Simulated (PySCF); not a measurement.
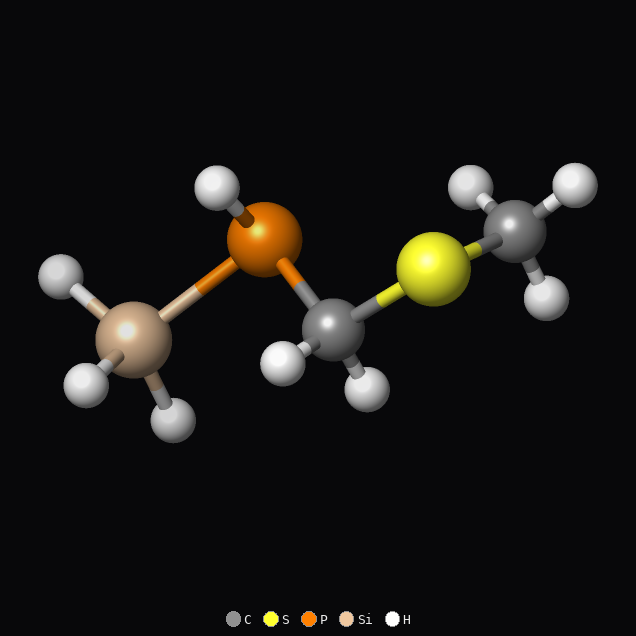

The computed structure is the end point of a GFN2-xTB optimisation. No frequency run is at hand to confirm it as a minimum. Properties computed with PBE0/pcSseg-1, gas phase (PySCF 2.14.0).

### What is the dipole moment?

1.03 D.

### Estimate the LUMO energy (Kohn–Sham orbital).

0.08 eV.

### Estimate the HOMO energy (Kohn–Sham orbital).

−6.40 eV.

The geometry is semi-empirical. Around P, Si such bond lengths and angles can be off by a tenth of an ångström or more and by several degrees, and values that hang on the shape move with them.
